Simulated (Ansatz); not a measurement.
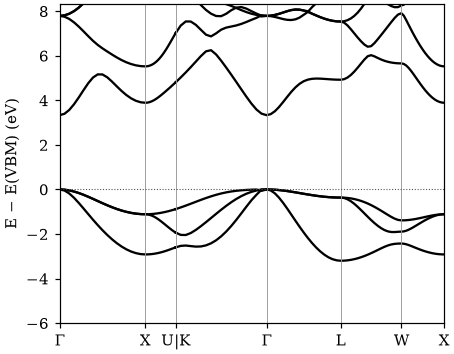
Figure. Band structure from plane-wave PAW r²SCAN (Ansatz code)

Read off the gap and where the band edges lie.

About 3.3 eV (3.33 eV by a search for the band edges); maximum at Γ, minimum at Γ.

Pick the material that matches.
(A) BP, zinc blende
(B) MgSe, zinc blende
(C) MgS, zinc blende

B, MgSe, zinc blende

Space group F-43m (zinc blende). The first step of the workflow began from a Materials Project structure, measured or hypothetical; the Crystallography Open Database copy checked does not list it. COD files the formula under space group No. 225, so this cell is another polymorph or a model. Its standing as an ambient phase is unchecked. The cell was relaxed with r²SCAN under the symmetry of its start; its stability against distortions is not shown here. Spin–orbit coupling is left out wherever it is not named.

Potentials: the later of the program's two PAW sets.
